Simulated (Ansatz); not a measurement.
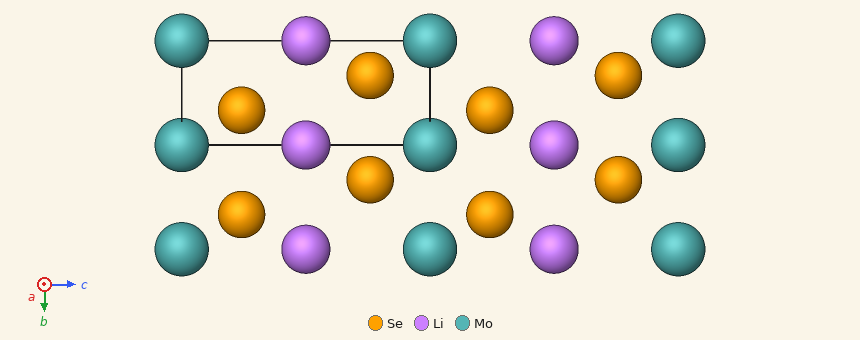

Projection along an edge of the hexagonal mesh, stacking direction c to the right. Every atom sits on one of the three columns of the mesh; call them A, B, C in the order in which they first turn up. The sequence starts with the first layer at or above the cell's origin.

System LiMoSe₂; source of the atomic positions: the geometry relaxed with DFT, PAW plane waves, pbesol, spin-orbit in Ansatz 0.2.0; the starting structure was generated, so it need not be a known form of this composition.

List the layers of one repeat.

Mo(A) – Se(B) – Li(A) – Se(C) (four layers in 6.95 Å).

How are the Se layers alone stacked?

Se layers alone: BC, the hexagonal type.

Which positions between or in the Se layers do the other atoms fill?

Li: one octahedral site; Mo: one octahedral site, counted in one hexagonal cell.

What short polytype symbol fits?

Polytype symbol O1, Delmas's symbol (site of Li and number of slabs in the repeat).

Heights of the layers:

```tsv
layer	atoms (column)	height (Å)	to next (Å)
1	Mo(A)	0.00	1.67
2	Se(B)	1.67	1.80
3	Li(A)	3.47	1.80
4	Se(C)	5.27	1.67
```
